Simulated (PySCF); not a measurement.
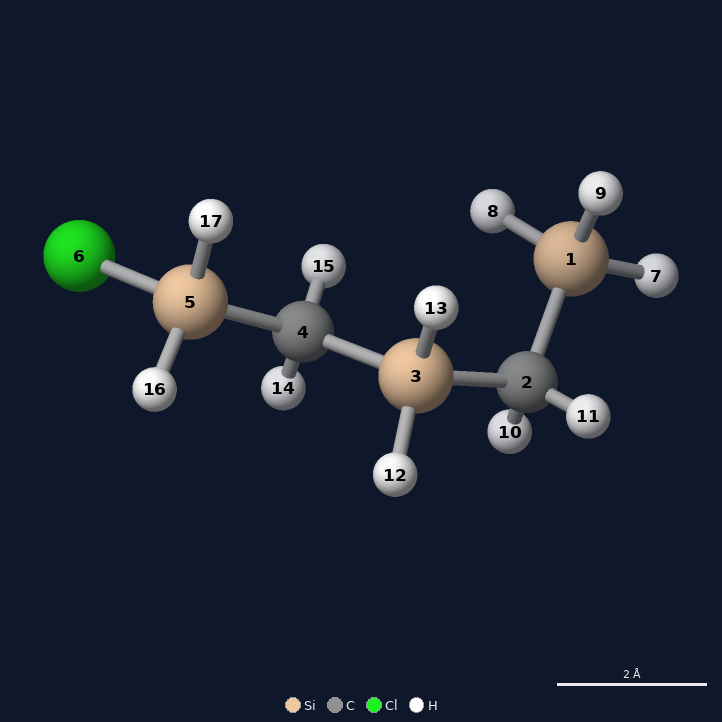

The atoms are numbered. The geometry was computed by an optimisation with GFN2-xTB. No frequency run is at hand to confirm it as a minimum.

**Describe the coordination of atom 3.**

Si3 has 4 neighbours (C2 at 1.90, C4 at 1.90, H12 at 1.47, H13 at 1.47 Å); the arrangement is tetrahedral.

**What is the geometry at C2?**

C2 has 4 neighbours (Si1 at 1.90, Si3 at 1.90, H10 at 1.09, H11 at 1.09 Å); the arrangement is tetrahedral.

**How are the neighbours of atom 4 arranged?**

C4 has 4 neighbours (Si3 at 1.90, Si5 at 1.89, H14 at 1.09, H15 at 1.09 Å); the arrangement is tetrahedral.

**How are the neighbours of atom 1 arranged?**

Si1 has 4 neighbours (C2 at 1.90, H7 at 1.47, H8 at 1.47, H9 at 1.46 Å); the arrangement is tetrahedral.

**Which bond is the longest?**

Si5–Cl6, 2.023 Å.

**What is the dihedral angle C2–Si3–C4–Si5?**

171° in size, that is anti.
